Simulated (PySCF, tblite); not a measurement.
**C3H8OSSi2: geometry, infrared bands and NMR shifts**

Wanted: the infrared bands and NMR shifts of C3H8OSSi2 (`O=C[C@H]1[SiH2]CS[SiH2]1`), by calculation.

Computed with tblite 0.8.0 and PySCF 2.14.0, with density-fitted response routines of our own, on a single molecule in the gas phase. Atoms are numbered from 0 throughout.

## Step 1: The molecule as given

15 atoms, charge 0, multiplicity 1; geometry from: force field or distance geometry start.

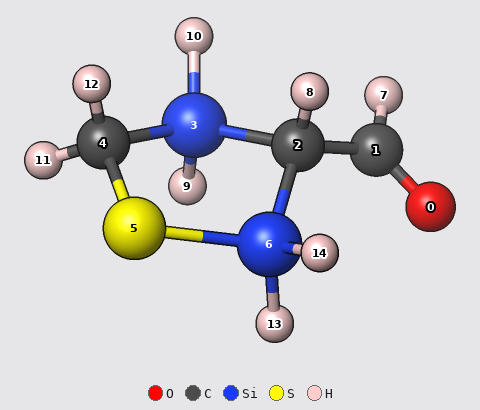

As it starts; oxygen red, carbon dark grey, silicon blue, sulfur yellow, hydrogen pink, atoms numbered; sticks join atoms by distance.

## Step 2: Relaxing the molecule with GFN2-xTB

The job: settings as JSON, then the geometry in Å.

```
{"job": {"kind": "relax", "xc": "GFN2-xTB", "basis": "xTB"}, "charge": 0, "multiplicity": 1}
O     -3.066400     0.401900     0.180900
C     -2.009900     1.009300     0.157900
C     -0.724000     0.450000    -0.400300
Si     0.750800     0.671400     0.716900
C      2.155400    -0.344700     0.053400
S      1.456400    -1.844800    -0.719900
Si    -0.652600    -1.376800    -0.679100
H     -1.956100     2.056100     0.525500
H     -0.537200     0.983000    -1.340500
H      0.392900     0.231200     2.106300
H      1.104300     2.102400     0.794500
H      2.868700    -0.629300     0.824200
H      2.689300     0.214700    -0.717500
H     -1.228900    -2.149100     0.450000
H     -1.247100    -1.767400    -1.974600
```

Command:

```console
$ OMP_NUM_THREADS=1 python probes_run.py task.json out
```

One launch serves the whole session: the jobs run in the order shown.

**Question.** This job is followed by: GFN2-xTB harmonic vibrations, gas phase; GIAO PBE0/pcSseg-1 NMR shielding, non-relativistic, gas phase. Predict these results of the whole session: strongest single infrared mode (GFN2-xTB); zero-point energy (GFN2-xTB); 13C shifts against TMS (PBE0/pcSseg-1); 1H shifts against TMS (PBE0/pcSseg-1); 17O shifts against H2O (PBE0/pcSseg-1); 29Si shifts against TMS (PBE0/pcSseg-1); 33S shifts against CS2 (PBE0/pcSseg-1); surface potential, least and greatest.

The runs gave:

```
                                 quantity                                                value
strongest single infrared mode (GFN2-xTB)                                1732 cm⁻¹, 372 km/mol
             zero-point energy (GFN2-xTB)                                        60.9 kcal/mol
   13C shifts against TMS (PBE0/pcSseg-1)                                204.0, 40.7, 17.2 ppm
    1H shifts against TMS (PBE0/pcSseg-1)  10.36, 5.32, 5.21, 4.77, 4.61, 2.83, 2.32, 2.28 ppm
   17O shifts against H2O (PBE0/pcSseg-1)                                            688.5 ppm
  29Si shifts against TMS (PBE0/pcSseg-1)                                       4.2, -16.3 ppm
   33S shifts against CS2 (PBE0/pcSseg-1)                                             -174 ppm
    surface potential, least and greatest                                   -1.59 V and 1.50 V
```

What this shows: Relaxing lowered the energy by 0.394 eV in 99 steps; the close pair that moved most is C2–Si6, from 1.849 to 1.917 Å. No mode is imaginary among the 39: a minimum at this level. The strongest single mode, at 1732 cm⁻¹, moves mainly C1 and O0. Unscaled tight-binding wavenumbers are off by several per cent, some by more. Its intensities can rank the bands wrongly. C1 (aldehyde carbonyl carbon) lies farthest downfield among carbon, at 204.0 ppm; low-lying n→π* states of the double bond to the heteroatom give a large paramagnetic term (-263 ppm). H7 (hydrogen on an aldehyde carbonyl carbon) lies farthest downfield among hydrogen, at 10.36 ppm; the formyl region, downfield of aromatic protons. At PBE0/pcSseg-1: The widest tensor belongs to O0: span 1323 ppm, with a paramagnetic part of -752 ppm. At PBE0/pcSseg-1, counted by nearest atom on the grid, the HOMO lies on S5 75 %, the LUMO on C1 33 %; O0 23 %.
